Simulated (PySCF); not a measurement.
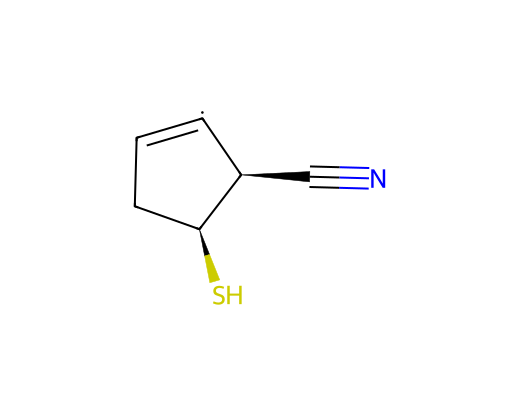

State: neutral, doublet. The computed structure is the end point of a GFN2-xTB optimisation. No frequency run is at hand to confirm it as a minimum. Level of theory: UKS B3LYP, pcH-1 on C H N S, non-relativistic (PySCF 2.14.0).

What does the calculation give?

The species is C6H6NS (`N#C[C@@H]1[C]=CC[C@@H]1S`).
- ⟨S²⟩ of the determinant: 0.759
- isotropic g value: 2.00277
